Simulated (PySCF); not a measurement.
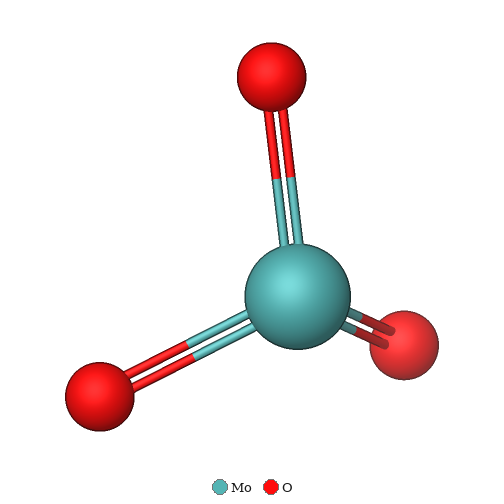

Charge 0, singlet. The geometry was computed by an optimisation with PBE0-D3(BJ)/def2-SVP. No frequency run is at hand to confirm it as a minimum. Method: ωB97X-D/def2-SVPD, gas phase, core potentials on Mo (PySCF 2.14.0). Excitations: vertical, linear response.

### What is the dipole moment?

5.10 D.

### What is the LUMO energy (Kohn–Sham orbital)?

−2.90 eV.

### Give the lowest vertical singlet excitation at this level.

2.93 eV.

### Estimate the mean static polarisability.

42.3 bohr³.
